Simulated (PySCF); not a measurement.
Frequency calculation of InFOH

- system: InFOH, multiplicity 2
- method: UKS-based PBE0, In def2-TZVP with ECP28, F def2-TZVP, O def2-TZVP, H def2-TZVP; non-relativistic Hamiltonian with a scalar-relativistic core potential; density fitting (PySCF 2.14.0)

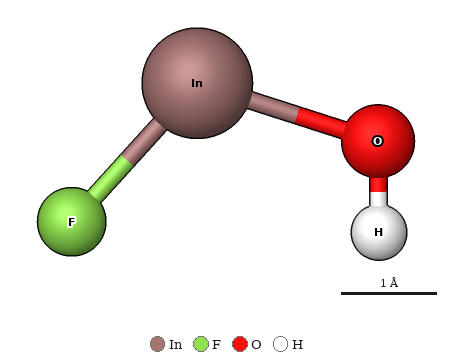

Figure 1. The structure (ball-and-stick view, seen on its broad side). Sticks mark near contacts.

**Key numbers**

- outcome: converged
- total energy: −365.730905 hartree
- ⟨S²⟩: 0.754
- zero-point energy: 0.013915 hartree
- dipole moment: 1.75 D
- wavenumbers, lowest and highest: 114 and 3833 cm⁻¹
- hardware: 4 threads of Arm Neoverse V2, 24 GiB of memory available, shared host
- wall time: 70 s (CPU time 3.8 min)
- peak memory: 1.3 GiB

**Input**
```python
from pyscf import gto, scf, dft
mol = gto.M(atom='''
In    -0.256823     0.000000     0.026031
F      1.071679     0.000000     1.480302
O      0.540375     0.000000    -1.811423
H      1.501592     0.000000    -1.731167''',
    basis={'In': 'def2-TZVP', 'F': 'def2-TZVP', 'O': 'def2-TZVP', 'H': 'def2-TZVP'},
    ecp={'In': 'def2-TZVP'},
    charge=0, spin=1)
mf = dft.UKS(mol, xc='PBE0')
mf.grids.atom_grid = (75, 302)
aux = {'In': 'def2-universal-JKFIT', 'F': 'def2-universal-JKFIT', 'O': 'def2-universal-JKFIT', 'H': 'def2-universal-JKFIT'}
mf = mf.density_fit(auxbasis=aux)
mf.conv_tol = 1e-09
mf.diis_space = 10
mf.max_cycle = 60
mf.verbose = 4
mf.kernel()
```

The script is an equivalent of the set-up of the self-consistent field. The run itself was carried out by a driver, which started from the orbitals of the step before it where there was one and computed the further properties.

Command:
```bash
OMP_NUM_THREADS=4 python axn.py task.json out
```

**Log**
```
init E= -365.730904911884
  alpha nocc = 20  HOMO = -0.265669128772167  LUMO = -0.0361846458619581
  beta  nocc = 19  HOMO = -0.323152698041579  LUMO = -0.154797017006725
  HOMO = -0.265669128772  LUMO = -0.154797017007  gap/eV = 3.01698
cycle= 1 E= -365.730904911789  delta_E= 9.51e-11  |g|= 1.84e-05  |ddm|= 1.84e-05
  alpha nocc = 20  HOMO = -0.265670367923168  LUMO = -0.0361850423592536
  beta  nocc = 19  HOMO = -0.323164092800071  LUMO = -0.154798286165626
  HOMO = -0.265670367923  LUMO = -0.154798286166  gap/eV = 3.01698
cycle= 2 E= -365.730904911356  delta_E= 4.33e-10  |g|= 3.88e-05  |ddm|= 4.29e-05
  alpha nocc = 20  HOMO = -0.265669631665414  LUMO = -0.036184838245422
  beta  nocc = 19  HOMO = -0.323156425756827  LUMO = -0.154797539692836
  HOMO = -0.265669631665  LUMO = -0.154797539693  gap/eV = 3.01698
cycle= 3 E= -365.730904911915  delta_E= -5.6e-10  |g|= 1.76e-06  |ddm|= 2.88e-05
  alpha nocc = 20  HOMO = -0.265669588190782  LUMO = -0.0361848144148702
  beta  nocc = 19  HOMO = -0.323156421787454  LUMO = -0.154797501172148
  HOMO = -0.265669588191  LUMO = -0.154797501172  gap/eV = 3.01698
cycle= 4 E= -365.730904911916  delta_E= -9.09e-13  |g|= 3.08e-07  |ddm|= 1.11e-06
  alpha nocc = 20  HOMO = -0.265669572032696  LUMO = -0.0361847918669618
  beta  nocc = 19  HOMO = -0.323156363131594  LUMO = -0.154797488049358
  HOMO = -0.265669572033  LUMO = -0.154797488049  gap/eV = 3.01698
Extra cycle  E= -365.730904911915  delta_E= 1.31e-12  |g|= 4.6e-07  |ddm|= 7.95e-07
converged SCF energy = -365.730904911915  <S^2> = 0.75420057  2S+1 = 2.0041962
```

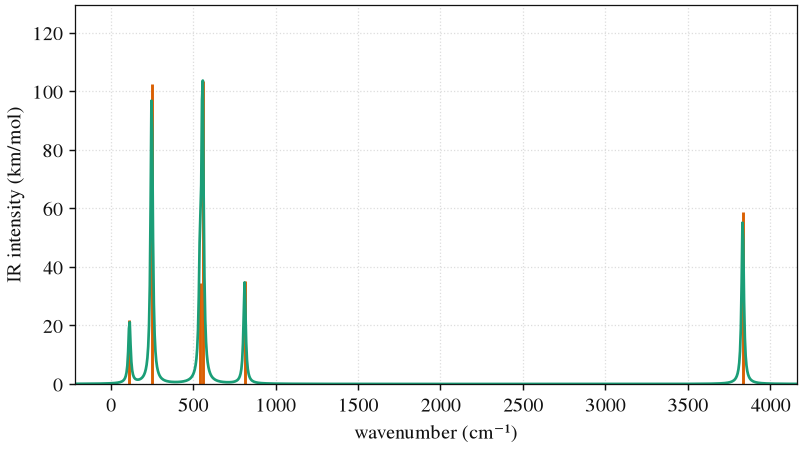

Figure 2. Harmonic infrared spectrum, unscaled: sticks (degenerate modes added up, dark ones marked on the axis) with a Lorentzian envelope of 16 cm⁻¹ full width, scaled to the tallest stick. 6 modes from 114 to 3833 cm⁻¹, none imaginary. The strongest line is at 557 cm⁻¹ (104 km/mol). All modes, in cm⁻¹ (km/mol): 114 (22), 249 (102), 542 (34), 557 (104), 812 (35), 3833 (59).

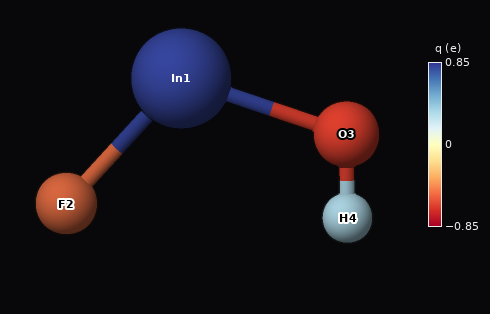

Figure 3. Mulliken charges, as the colour of each atom (ball-and-stick view, seen at a tilt; atoms are numbered from 1 in the order of the input; Mulliken charges depend strongly on the basis). By element: In +0.81, F −0.49, O −0.63 and H +0.31 e.
